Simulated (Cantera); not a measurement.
Input: 1 mol SiO2, 1 mol BCl3, 11 mol O2, held at 7.50 Torr.

Cantera equilibrium calculation (NASA polynomials, part measured and part estimated; ideal gas, pure solids and liquids). Candidate condensed phases: B, B2O3, Si, SiO2; 27 gas species. Mutual solubility and eutectic melting of coexisting phases are not modelled. The tables' values for BOCl are old estimates; treat these amounts as uncertain. The tables hold silica as quartz up to 1696 K and as liquid above; real silica turns to tridymite and cristobalite and melts near 1996 K. Condensed phases not in the tables: borates and borosilicate glass, alloys, solid solutions and most ternary compounds. Equilibrium is a limit: real reactors are often held back by kinetics, nucleation or transport.

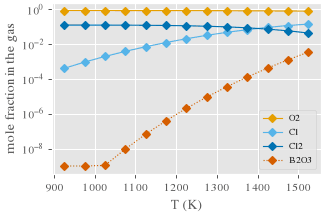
Equilibrium gas composition (values under 1e-9 drawn at 1e-9)

From 925 K to 1525 K the condensed part is B2O3(l) + SiO2(β-quartz).
